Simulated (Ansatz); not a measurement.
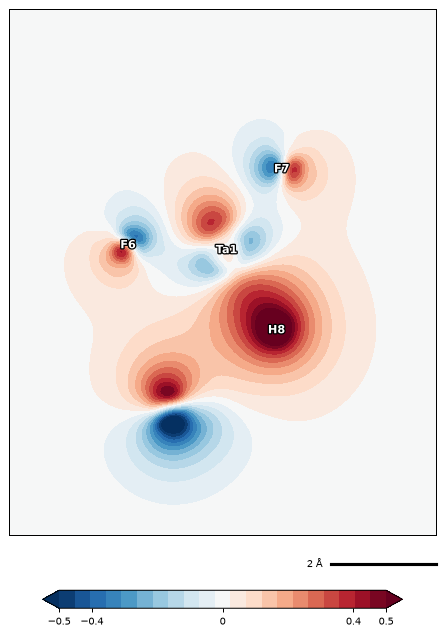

Figure 1: F₄HTa···H₂O. The HOMO−1 on the plane of atoms F6, Ta1 and H8 (values in Å⁻³ᐟ²; the overall sign is arbitrary).

Core potentials replace the inner electrons of Ta; not at a stationary point (largest force 1.0 eV/Å).

All numbers below come from Ansatz, RKS B3LYP-D4/def2-SVP.

Input

```
crystal:
  periodic: [false, false, false]
  atoms:
    - { symbol: Ta, position_ang: [0.0, 0.0, 0.0] }
    - { symbol: O, position_ang: [2.37, 0.0, 0.0] }
    - { symbol: H, position_ang: [2.7071, -0.5308, 0.7903] }
    - { symbol: F, position_ang: [0.0, 0.0, 1.93] }
    - { symbol: F, position_ang: [0.0, 0.0, -1.93] }
    - { symbol: F, position_ang: [-0.965, 1.6714, 0.0] }
    - { symbol: F, position_ang: [-0.965, -1.6714, 0.0] }
    - { symbol: H, position_ang: [0.6622, -1.6867, 1.0613] }
    - { symbol: H, position_ang: [1.6714, -1.2751, 0.8023] }
basis:
  gaussian: { orbitals: def2-SVP }
hamiltonian:
  xc: b3lyp
  dispersion: d4
relax:
  f_tol: 0.15
  max_steps: 25
  restrain:
    - { distance: [0, 7], at: 1.8, k: 30.0 }
    - { distance: [8, 1], at: 1.01, k: 30.0 }
    - { distance: [0, 1], at: 3.22, k: 30.0 }
    - { distance: [8, 7], at: 1.86, k: 30.0 }
output:
  orbitals: {}
```

Command:

```sh
ansatz run input.yaml --threads 4 --pin off --max-ram 5120MiB --backend cpu --events-out ev --progress --plain --runs-dir out
```

The fields are those of the run's last geometry, not of the input's.

### What is the character of this orbital?

By Hirshfeld shares it lies mainly on H8 (about 30 %), O2 (about 30 %) and Ta1 (about 25 %). Its energy is −9.85 eV.
